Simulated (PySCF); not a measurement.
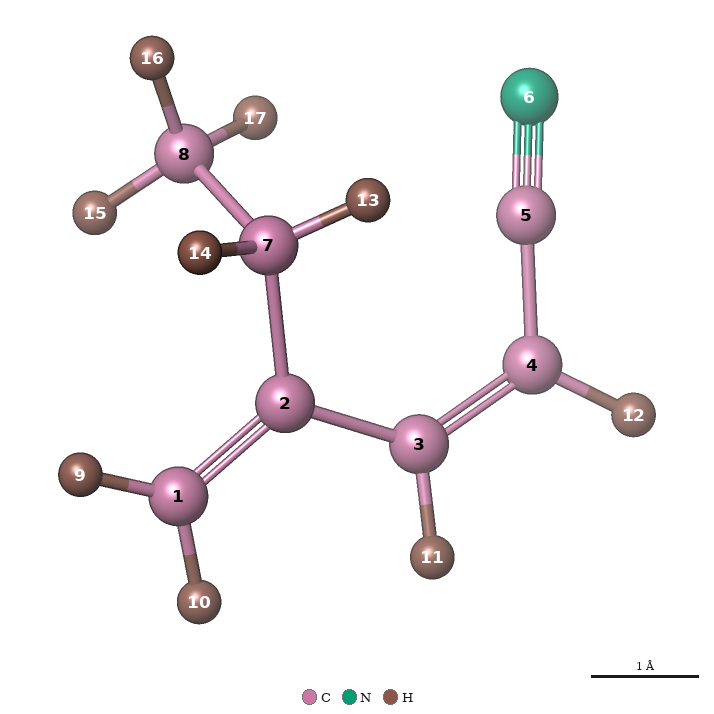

Orthographic view. Distant atoms are faded towards the background colour. Geometry: a frame of a GFN2-xTB molecular-dynamics simulation, not a minimum.

Write a MOL file (V2000) with the atoms in numerical order, bonds sorted by atom number with the orders drawn, and coordinates in the frame of the picture: x right, y up, z towards the viewer, origin at the mean position.

```
C7H9N
                    3D

 17 16  0  0  0  0  0  0  0  0999 V2000
   -1.2700   -1.7300    0.3900 C   0  0  0  0  0  0  0  0  0  0  0  0
   -0.2700   -0.8500    0.3200 C   0  0  0  0  0  0  0  0  0  0  0  0
    0.9900   -1.2400   -0.2500 C   0  0  0  0  0  0  0  0  0  0  0  0
    2.0500   -0.4900   -0.7000 C   0  0  0  0  0  0  0  0  0  0  0  0
    1.9900    0.9100   -0.6200 C   0  0  0  0  0  0  0  0  0  0  0  0
    2.0200    2.0200   -0.8600 N   0  0  0  0  0  0  0  0  0  0  0  0
   -0.4300    0.6300    0.7600 C   0  0  0  0  0  0  0  0  0  0  0  0
   -1.2200    1.4900   -0.1900 C   0  0  0  0  0  0  0  0  0  0  0  0
   -2.1900   -1.5200    0.8000 H   0  0  0  0  0  0  0  0  0  0  0  0
   -1.0800   -2.7200    0.0400 H   0  0  0  0  0  0  0  0  0  0  0  0
    1.1100   -2.3000   -0.2600 H   0  0  0  0  0  0  0  0  0  0  0  0
    3.0000   -0.9600   -0.9000 H   0  0  0  0  0  0  0  0  0  0  0  0
    0.5100    1.0500    0.8800 H   0  0  0  0  0  0  0  0  0  0  0  0
   -1.0700    0.5600    1.6700 H   0  0  0  0  0  0  0  0  0  0  0  0
   -2.0600    0.9300   -0.5100 H   0  0  0  0  0  0  0  0  0  0  0  0
   -1.5200    2.3900    0.4100 H   0  0  0  0  0  0  0  0  0  0  0  0
   -0.5500    1.8300   -0.9900 H   0  0  0  0  0  0  0  0  0  0  0  0
  1  2  2  0
  1  9  1  0
  1 10  1  0
  2  3  1  0
  2  7  1  0
  3  4  2  0
  3 11  1  0
  4  5  1  0
  4 12  1  0
  5  6  3  0
  7  8  1  0
  7 13  1  0
  7 14  1  0
  8 15  1  0
  8 16  1  0
  8 17  1  0
M  END
```
